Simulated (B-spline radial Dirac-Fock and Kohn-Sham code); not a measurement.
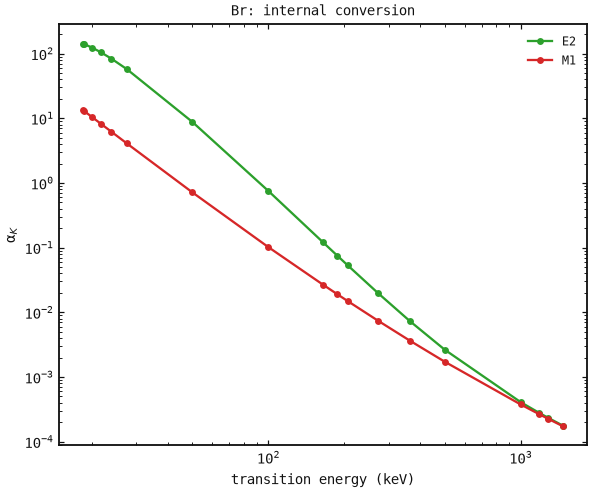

Figure. K-shell internal conversion coefficients against transition energy, at the marked points and joined by straight lines (also across edges). It refers to bromine (Z = 35). Method: a Dirac–Hartree–Slater potential of the neutral atom, no hole, surface-current nucleus (computed with a radial B-spline solver).

E2 goes from 143 at 18.4 keV to 1.77 × 10⁻⁴ at 1470 keV; M1 goes from 13.4 at 18.4 keV to 1.73 × 10⁻⁴ at 1470 keV.
